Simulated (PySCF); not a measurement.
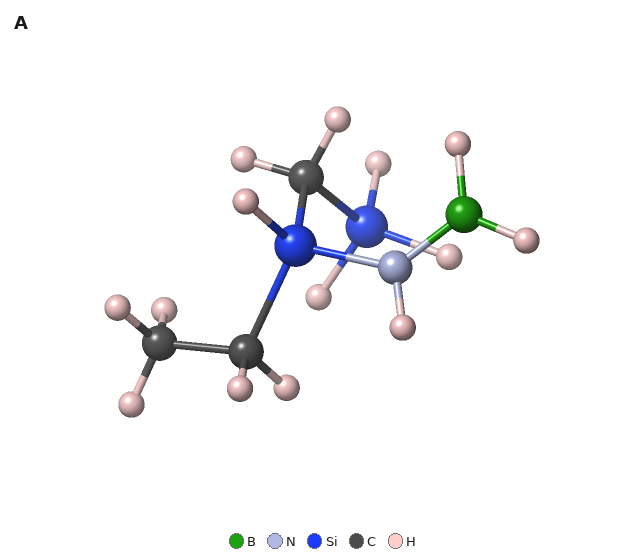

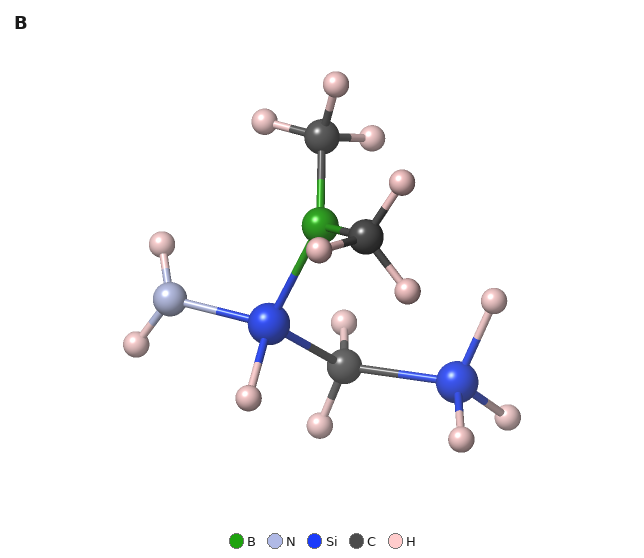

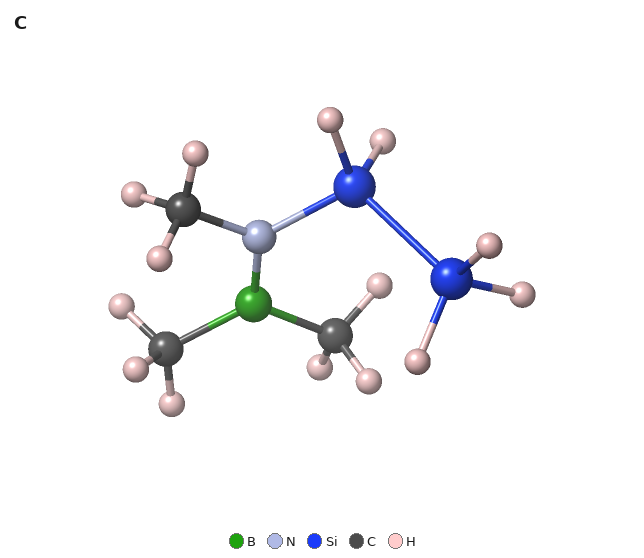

3 stationary structures of one formula. Geometries: GFN2-xTB. Electronic energies: PBE0/pcSseg-1 (PySCF 2.14.0), without zero-point energy. No frequency run is at hand to confirm each as a minimum. Each is one conformer, not always the lowest.

### Rank them by energy, lowest first.

A is lowest; C lies 6.7 kcal/mol above it, B lies 24.9 kcal/mol above it. A is `BN[Si@H](CC)C[SiH3]`, B is `CB(C)[Si@@H](N)C[SiH3]`, C is `CB(C)N(C)[SiH2][SiH3]`.

The geometry is semi-empirical. Around B, Si such bond lengths and angles can be off by a tenth of an ångström or more and by several degrees, and values that hang on the shape move with them.
